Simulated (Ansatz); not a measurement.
Single-point calculation, with input and output: BH3S2

- system: BH3S2
- method: RKS PBE0-D4/def2-TZVPP (Ansatz 0.2.0)

The geometry is the product side of a reaction. The reaction was set up to form S2–H4 and to break B1–S2 and S3–H4 (atoms counted from 1 in the order of the input); sticks are drawn by distance alone. The geometry comes from this level: PBE0-D4/def2-TZVP.

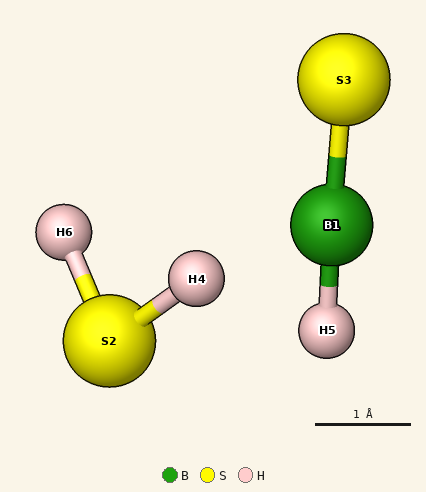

The input geometry (ball-and-stick view, seen at a tilt; atoms are numbered from 1 in the order of the input). Bond lengths as drawn: B–H 1.17 Å, B–S 1.60 Å and H–S 1.34 Å.

The input:
```yaml
crystal:
  periodic: [false, false, false]
  atoms:
    - {symbol: B, position_ang: [-1.095474, 0.374909, -1.077912]}
    - {symbol: S, position_ang: [0.953337, -1.118242, 1.194755]}
    - {symbol: S, position_ang: [-0.551913, 1.882612, -1.094669]}
    - {symbol: H, position_ang: [1.729879, -0.441384, 0.335181]}
    - {symbol: H, position_ang: [-1.533211, -0.713711, -1.105433]}
    - {symbol: H, position_ang: [0.497382, 0.015814, 1.747979]}
basis:
  gaussian: {orbitals: def2-TZVPP}
hamiltonian: {xc: pbe0, dispersion: d4}
output: {orbitals: {seedname: orbitals}}
```

Hardware: 2 threads of Arm Neoverse N1, 23 GiB of memory available, shared host.

Launched with:
```bash
ansatz run in.yaml --threads 2 --pin off --events-out ev --progress --plain --max-ram 4352MiB
```

Output:
```
Functional definition: PBE0
  name "PBE0"
  cite "Adamo & Barone, J. Chem. Phys. 110, 6158 (1999) doi:10.1063/1.478522"
  cite "Perdew, Burke & Ernzerhof, Phys. Rev. Lett. 77, 3865 (1996) doi:10.1103/PhysRevLett.77.3865"
  parent pbe
  parameter a = 0.25
  parameter kappa = 0.804
  parameter beta = 0.06672455060314922
  exchange = (1 - a)*pbe_x(kappa = kappa, mu = beta*pi^2/3) + a*exact_x
  correlation = pbe_c(beta = beta)
976 factors; their error is unknown
mean field evaluation 1: about -22386.8956 eV, gradient 2.3e1 eV
mean field evaluation 2: about -22386.8282 eV, gradient 2.4e1 eV
mean field evaluation 4: about -22388.3012 eV, gradient 1.1e0 eV
mean field evaluation 8: about -22388.3206 eV, gradient 1.8e-1 eV
mean field -22388.32061768 eV, -822.7556073511 hartree, gradient 5.0e-5 eV, S^2 0.000000; 0 other end points of the search recorded, 0 dependent functions left out
reference -22388.32064602 eV, -822.7556083926 hartree; 20, 20 occupied and 137, 137 virtual orbitals, 976 factors
Total energy: -22388.41464440 eV, -822.7590627691 hartree
```

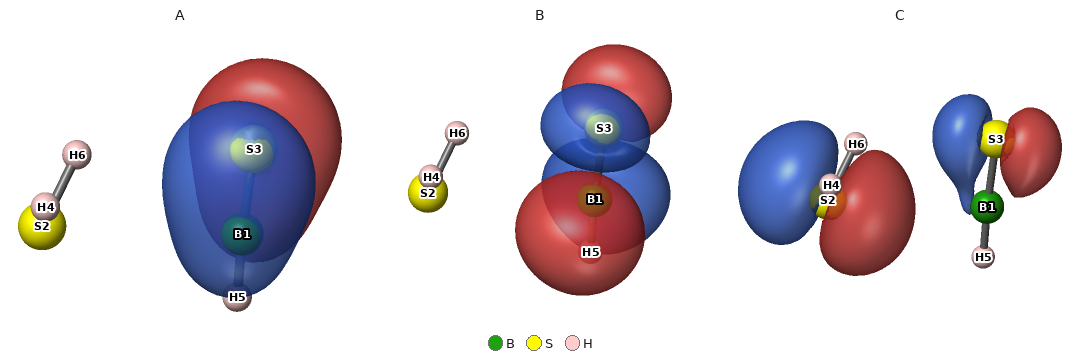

Three frontier orbitals at ±0.1 Å⁻³ᐟ² (red and blue are the two phases). A is the HOMO−1 (−8.46 eV). C is the HOMO (−7.58 eV). B is the LUMO (−1.14 eV). It lies mainly on B1 (55 %), S3 (35 %) and H5 (10 %); π-antibonding (π*) across B1–S3. The HOMO–LUMO gap is 6.44 eV between the orbital energies.

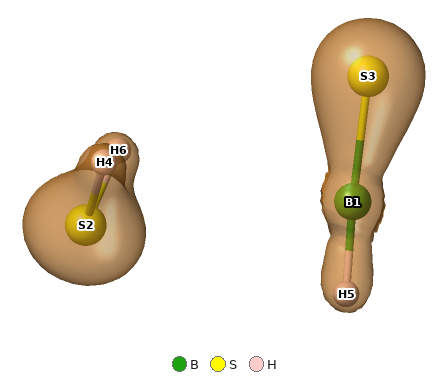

Isosurface of the electron density at 1 e/Å³ (orange), seen face on. At this value the surface falls into two separate pieces. It is pinched off along the B···S (3.40 Å) contacts. On the grid the lowest density along these lines, outside the cores, is 0.05 e/Å³ (B···S, 3.40 Å), 1.5 e/Å³ (B–S, 1.60 Å), 1.3 e/Å³ (B–H, 1.17 Å) and 1.5 e/Å³ (S–H, 1.34 Å).

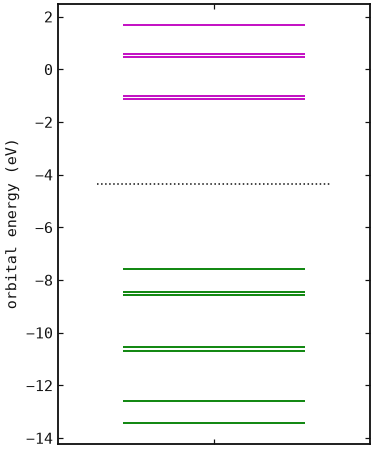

Orbital energies near the frontier; the dotted line parts filled from empty levels, and levels within 0.02 eV of each other stand side by side. Highest filled −7.58 eV, lowest empty −1.14 eV, 6.44 eV apart.

Key numbers:

| quantity | value |
| --- | --- |
| outcome | converged |
| total energy | −22388.4146 eV |
| mean-field energy | −22388.3206 eV |
| dispersion energy | −0.0940 eV |
| SCF solution under orbital rotations | stable |
| HOMO | −7.58 eV |
| LUMO | −1.14 eV |
| wall time | 3 s (CPU time 5.7 s) |
| peak memory | 0.36 GiB |
